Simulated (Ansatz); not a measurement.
Run report: C2H5ClGaN, nudged elastic band (part 2 of 2)

The same run, continued: C2H5ClGaN; RKS PBE0-D4/def2-SVP (Ansatz 0.2.0). It belongs to a series of runs on one base structure; here: band between the two ends.

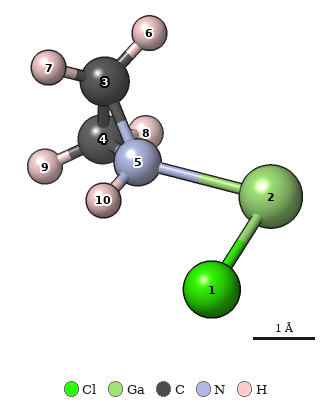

Figure 1. The starting structure (ball-and-stick view, seen at a tilt; atoms are numbered from 1 in the order of the input). Sticks mark near contacts.

### The last band as extended XYZ, continued
```
10
Properties=species:S:1:pos:R:3:forces:R:3 image=7 energy=-68518.17194
Cl   -2.7339    0.7364   -1.4920    0.0204  -0.0189   0.0261
Ga   -2.8818   -0.5165    0.3492   -0.0282  -0.0172   0.0244
C     0.7873    0.4938    0.7155   -0.0048   0.0026  -0.0020
C     0.9157   -0.7635   -0.0553   -0.0007   0.0050  -0.0055
N     0.7100    0.4997   -0.7280    0.0232   0.0089  -0.0081
H    -0.1256    0.6271    1.3147   -0.0116   0.0135  -0.0211
H     1.6702    0.9760    1.1503   -0.0028  -0.0097   0.0116
H     0.0914   -1.4881    0.0192   -0.0156   0.0114  -0.0221
H     1.8963   -1.2298   -0.2035   -0.0062  -0.0092   0.0127
H    -0.2463    0.6136   -1.0672    0.0263   0.0135  -0.0159
10
Properties=species:S:1:pos:R:3:forces:R:3 image=8 energy=-68518.20501
Cl   -2.5858    0.6578   -1.3552    0.0237  -0.0168   0.0238
Ga   -2.9203   -0.6202    0.4480   -0.0066  -0.0148   0.0210
C     0.7481    0.4968    0.7060   -0.0065   0.0027  -0.0022
C     0.8839   -0.7437   -0.0888   -0.0058   0.0036  -0.0048
N     0.8085    0.5461   -0.7375    0.0169   0.0055  -0.0049
H    -0.2110    0.6741    1.2146   -0.0111   0.0129  -0.0190
H     1.6095    0.9153    1.2389   -0.0069  -0.0083   0.0095
H     0.0191   -1.4225   -0.1269   -0.0144   0.0110  -0.0199
H     1.8481   -1.2603   -0.1558   -0.0103  -0.0078   0.0096
H    -0.1170    0.7054   -1.1402    0.0212   0.0120  -0.0131
10
Properties=species:S:1:pos:R:3:forces:R:3 image=9 energy=-68518.23093
Cl   -2.4623    0.5800   -1.2442    0.0125  -0.0101   0.0133
Ga   -2.8560   -0.6929    0.5555    0.0073  -0.0089   0.0143
C     0.7019    0.5046    0.6901   -0.0053   0.0025  -0.0010
C     0.8325   -0.7333   -0.1092   -0.0048   0.0009  -0.0032
N     0.9019    0.5655   -0.7407    0.0090   0.0019  -0.0011
H    -0.2877    0.7531    1.0998   -0.0071   0.0088  -0.0129
H     1.5348    0.8553    1.3098   -0.0072  -0.0059   0.0062
H    -0.0656   -1.3507   -0.2566   -0.0094   0.0083  -0.0138
H     1.7634   -1.3111   -0.0891   -0.0095  -0.0053   0.0063
H     0.0203    0.7784   -1.2124    0.0145   0.0077  -0.0081
10
Properties=species:S:1:pos:R:3:forces:R:3 image=10 energy=-68518.24141
Cl   -2.4024    0.5317   -1.1729   -0.0004   0.0009  -0.0033
Ga   -2.6901   -0.7666    0.6358   -0.0003  -0.0014   0.0039
C     0.6421    0.4997    0.6893    0.0104   0.0001  -0.0029
C     0.7790   -0.7217   -0.1351   -0.0004  -0.0064  -0.0002
N     0.9871    0.5875   -0.7129    0.0042   0.0035   0.0033
H    -0.3636    0.8162    0.9990   -0.0062  -0.0013   0.0016
H     1.4300    0.7718    1.4002   -0.0039   0.0030   0.0002
H    -0.1295   -1.2749   -0.4121   -0.0047  -0.0016   0.0018
H     1.6671   -1.3551   -0.0348    0.0010  -0.0007  -0.0019
H     0.1633    0.8602   -1.2536    0.0002   0.0038  -0.0026
```

The run was set up as follows.

### The input
```yaml
crystal:
  periodic: [false, false, false]
  atoms:
    - { symbol: Cl, position_ang: [-2.575636, 1.028166, -1.927709] }
    - { symbol: Ga, position_ang: [-2.509385, -0.267949, -0.039853] }
    - { symbol: C, position_ang: [0.711206, 0.385461, 0.861916] }
    - { symbol: C, position_ang: [0.857151, -0.83126, 0.038565] }
    - { symbol: "N", position_ang: [-0.220852, 0.110447, -0.220559] }
    - { symbol: H, position_ang: [0.285683, 0.308015, 1.867919] }
    - { symbol: H, position_ang: [1.423021, 1.204336, 0.722765] }
    - { symbol: H, position_ang: [0.540218, -1.798679, 0.441957] }
    - { symbol: H, position_ang: [1.672954, -0.87895, -0.688585] }
    - { symbol: H, position_ang: [-0.101259, 0.689213, -1.053516] }
basis:
  gaussian: { orbitals: def2-SVP }
hamiltonian:
  xc: pbe0
  dispersion: d4
neb:
  order_check: false
  images: 9
  f_tol: 0.05
  max_iterations: 28
  final_atoms:
    - { symbol: Cl, position_ang: [-2.4023879, 0.53165305, -1.17290168] }
    - { symbol: Ga, position_ang: [-2.69010456, -0.76657676, 0.63582449] }
    - { symbol: C, position_ang: [0.64207359, 0.49966347, 0.68929288] }
    - { symbol: C, position_ang: [0.77899883, -0.72166284, -0.13514642] }
    - { symbol: "N", position_ang: [0.98709961, 0.58750159, -0.7128509] }
    - { symbol: H, position_ang: [-0.3635628, 0.81615897, 0.9989765] }
    - { symbol: H, position_ang: [1.42998331, 0.77183838, 1.40015697] }
    - { symbol: H, position_ang: [-0.12945246, -1.27491223, -0.41206105] }
    - { symbol: H, position_ang: [1.66713811, -1.35509199, -0.03477966] }
    - { symbol: H, position_ang: [0.16331528, 0.86022835, -1.25361113] }
  initial_path:
    images:
      - { positions_ang: [[-2.575636, 1.028166, -1.927709], [-2.509385, -0.267949, -0.039853], [0.711206, 0.385461, 0.861916], [0.857151, -0.83126, 0.038565], [-0.220852, 0.110447, -0.220559], [0.285683, 0.308015, 1.867919], [1.423021, 1.204336, 0.722765], [0.540218, -1.798679, 0.441957], [1.672954, -0.87895, -0.688585], [-0.101259, 0.689213, -1.053516]] }
      - { positions_ang: [[-2.58066309, 1.00894829, -1.72955198], [-2.38124385, -0.22856324, 0.07329092], [0.68461577, 0.35050289, 0.93617042], [0.83802673, -0.77111937, 0.01567851], [-0.16119644, 0.13522282, -0.4078423], [0.13907281, 0.33216627, 1.79777169], [1.37883779, 1.1965148, 0.81615655], [0.46907966, -1.73661497, 0.35770232], [1.68897906, -0.85243769, -0.60649115], [0.00759255, 0.51418021, -1.24998498]] }
      - { positions_ang: [[-2.58569018, 0.98973057, -1.53139495], [-2.25310269, -0.18917748, 0.18643483], [0.65802554, 0.31554478, 1.01042485], [0.81890246, -0.71097875, -0.00720798], [-0.10154088, 0.15999864, -0.5951256], [-0.00753737, 0.35631754, 1.72762438], [1.33465457, 1.1886936, 0.90954811], [0.39794132, -1.67455093, 0.27344763], [1.70500412, -0.82592539, -0.5243973], [0.1164441, 0.33914741, -1.44645397]] }
      - { positions_ang: [[-2.59071727, 0.97051286, -1.33323793], [-2.12496154, -0.14979172, 0.29957875], [0.63143531, 0.28058667, 1.08467927], [0.7997782, -0.65083812, -0.03009447], [-0.04188531, 0.18477446, -0.7824089], [-0.15414756, 0.38046882, 1.65747707], [1.29047136, 1.1808724, 1.00293966], [0.32680298, -1.6124869, 0.18919295], [1.72102918, -0.79941308, -0.44230345], [0.22529565, 0.16411462, -1.64292295]] }
      - { positions_ang: [[-2.59574436, 0.95129514, -1.1350809], [-1.99682038, -0.11040596, 0.41272266], [0.60484508, 0.24562856, 1.15893369], [0.78065393, -0.59069749, -0.05298095], [0.01777025, 0.20955029, -0.9696922], [-0.30075774, 0.40462009, 1.58732976], [1.24628815, 1.1730512, 1.09633122], [0.25566464, -1.55042286, 0.10493827], [1.73705423, -0.77290078, -0.36020961], [0.3341472, -0.01091817, -1.83939194]] }
      - { positions_ang: [[-2.60077145, 0.93207743, -0.93692388], [-1.86867923, -0.0710202, 0.52586658], [0.57825484, 0.21067044, 1.23318811], [0.76152966, -0.53055687, -0.07586744], [0.07742581, 0.23432611, -1.1569755], [-0.44736793, 0.42877136, 1.51718245], [1.20210494, 1.16522999, 1.18972277], [0.18452631, -1.48835883, 0.02068359], [1.75307929, -0.74638847, -0.27811576], [0.44299875, -0.18595096, -2.03586092]] }
      - { positions_ang: [[-2.56109474, 0.85199255, -0.98411944], [-2.03296429, -0.21013151, 0.54785816], [0.59101859, 0.26846905, 1.12440907], [0.76502349, -0.56877806, -0.08772324], [0.25936057, 0.3049612, -1.06815058], [-0.4306069, 0.50624888, 1.41354126], [1.24768061, 1.08655167, 1.23180961], [0.12173055, -1.44566951, -0.06586534], [1.73589106, -0.86812918, -0.22944854], [0.38706206, 0.0232849, -1.87941096]] }
      - { positions_ang: [[-2.52141803, 0.77190768, -1.031315], [-2.19724936, -0.34924282, 0.56984975], [0.60378234, 0.32626766, 1.01563002], [0.76851733, -0.60699925, -0.09957903], [0.44129533, 0.3755963, -0.97932566], [-0.41384588, 0.5837264, 1.30990007], [1.29325629, 1.00787335, 1.27389645], [0.0589348, -1.40298019, -0.15241427], [1.71870282, -0.98986988, -0.18078132], [0.33112536, 0.23252076, -1.72296101]] }
      - { positions_ang: [[-2.48174132, 0.6918228, -1.07851056], [-2.36153443, -0.48835413, 0.59184133], [0.61654609, 0.38406626, 0.90685097], [0.77201116, -0.64522045, -0.11143483], [0.62323009, 0.44623139, -0.89050074], [-0.39708485, 0.66120393, 1.20625888], [1.33883196, 0.92919503, 1.31598329], [-0.00386096, -1.36029087, -0.2389632], [1.70151458, -1.11161058, -0.1321141], [0.27518867, 0.44175662, -1.56651105]] }
      - { positions_ang: [[-2.44206461, 0.61173793, -1.12570612], [-2.52581949, -0.62746544, 0.61383291], [0.62930984, 0.44186487, 0.79807193], [0.77550499, -0.68344164, -0.12329063], [0.80516485, 0.51686649, -0.80167582], [-0.38032383, 0.73868145, 1.10261769], [1.38440764, 0.8505167, 1.35807013], [-0.06665671, -1.31760155, -0.32551213], [1.68432634, -1.23335129, -0.08344688], [0.21925198, 0.65099249, -1.41006109]] }
      - { positions_ang: [[-2.4023879, 0.53165305, -1.17290168], [-2.69010456, -0.76657676, 0.63582449], [0.64207359, 0.49966347, 0.68929288], [0.77899883, -0.72166284, -0.13514642], [0.98709961, 0.58750159, -0.7128509], [-0.3635628, 0.81615897, 0.9989765], [1.42998331, 0.77183838, 1.40015697], [-0.12945246, -1.27491223, -0.41206105], [1.66713811, -1.35509199, -0.03477966], [0.16331528, 0.86022835, -1.25361113]] }
```

Launch command:
```bash
ansatz run input.yaml --threads 2 --pin off --max-ram 3072MiB --backend cpu --events-out ev --progress --plain --runs-dir out
```

### Results in brief

| quantity | value |
| --- | --- |
| outcome | converged |
| barrier, forward | 0.926 eV |
| barrier, backward | 0.401 eV |
| hardware | 2 threads of Intel Xeon @ 2.50GHz (Skylake/Cascade Lake), 189 GiB of memory available, shared host |
| wall time | 27 min (CPU time 51 min) |
| peak memory | 0.32 GiB |

The order of the saddle point was not checked.
